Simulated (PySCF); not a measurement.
CH5GaO

Input file:

```
{"job": {"kind": "inter", "xc": "wB97M-D3(BJ)", "basis": "def2-TZVPD", "pairs": false}, "charge": 0, "multiplicity": 1, "parts": [{"atoms": "0-3", "charge": 0, "multiplicity": 1}, {"atoms": "4-7", "charge": 0, "multiplicity": 1}]}
Ga     0.335287    -0.188281    -0.384586
H      0.065462    -1.718474    -0.198679
H     -0.008723     0.759248    -1.568195
H      1.109782     0.340933     3.001591
C      1.617399    -0.056742     2.115659
O      1.177670     0.614906     0.965341
H      1.432507    -1.139339     2.079760
H      2.693972     0.096919     2.248128
```

Run with:

```sh
OMP_NUM_THREADS=1 python cluster_run.py task.json out
```

Geometry: PBE0-D3(BJ)/def2-TZVPD.

The calculation used PySCF, wB97M-D3(BJ)/def2-TZVPD, SCF density, gas phase.

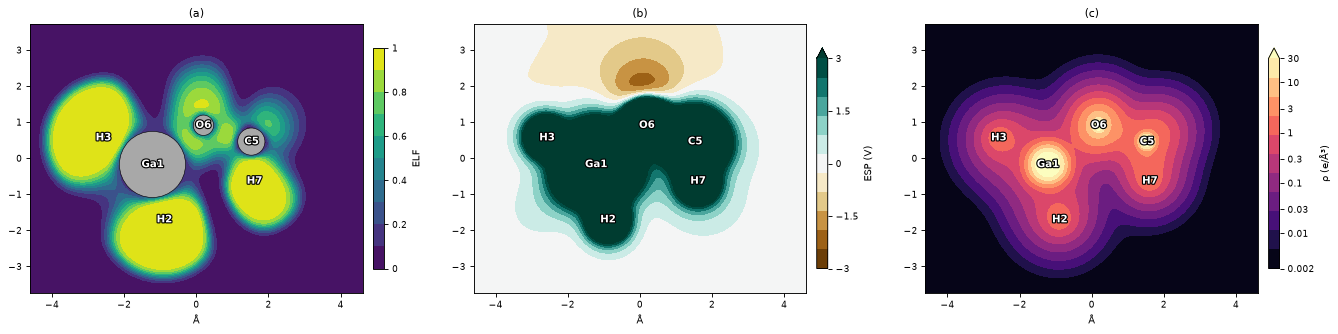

Figure 1. (a) ELF; (b) electrostatic potential; (c) electron density on the plane of atoms H2, Ga1 and O6. Grey discs cover the atomic cores in the ELF map.

What do the fields say about this system?

The section cuts through Ga, H, C and O sites. C–O (1.40 Å): ρ at the midpoint is about 2.1 e/Å³, with its minimum of 1.8 e/Å³ about 0.5 Å from C; the ELF peaks at about 0.90 between the atoms (a polar covalent bond). Ga–O (1.78 Å): ρ is about 0.91 e/Å³ halfway; the ELF peaks at about 0.85 in the valence shell of O, 0.6 Å from its nucleus, and is about 0.20 at the midpoint. C–H (1.10 Å): ρ is about 2 e/Å³ halfway; the ELF climbs to about 1 towards the hydrogen, as it does in any bond to H (an ordinary covalent bond to hydrogen). Ga–H (1.55 Å): the density is about 1 e/Å³ at the midpoint; the ELF climbs to about 1 towards the hydrogen. The ELF also peaks beside O6, away from the bonds: lone-pair regions. Outside the dense part of the molecule the potential is most negative (−2.1 V) near O6.

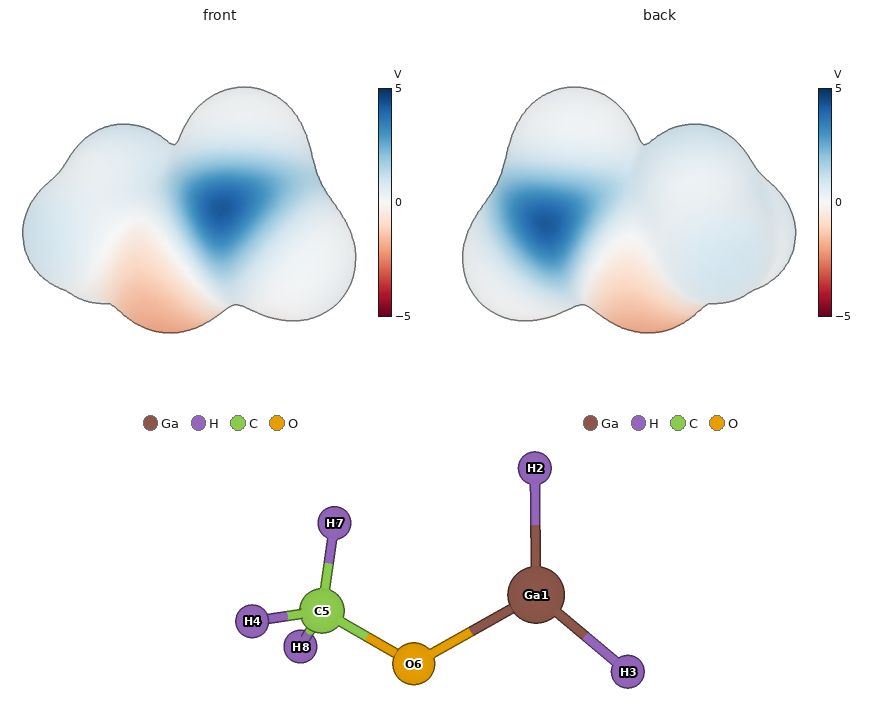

Figure 2. The molecular electrostatic potential painted on the density surface at 0.004 e/bohr³, seen from the front and from behind; the colour scale runs from red (negative) to blue (positive). The bare structure is drawn below in the same view.

Which sites attract a positive test charge, and which a negative one?

A positive charge is drawn to the negative regions and a negative charge to the positive ones. The most negative region (about −1.8 V, or −42 kcal/mol for a unit charge) lies over O6, the most positive (about +4.1 V, or +95 kcal/mol for a unit charge) over Ga1. O6 is the likeliest acceptor of a hydrogen bond.

How polar is the molecule by this calculation?

Its dipole moment is 1.16 D.
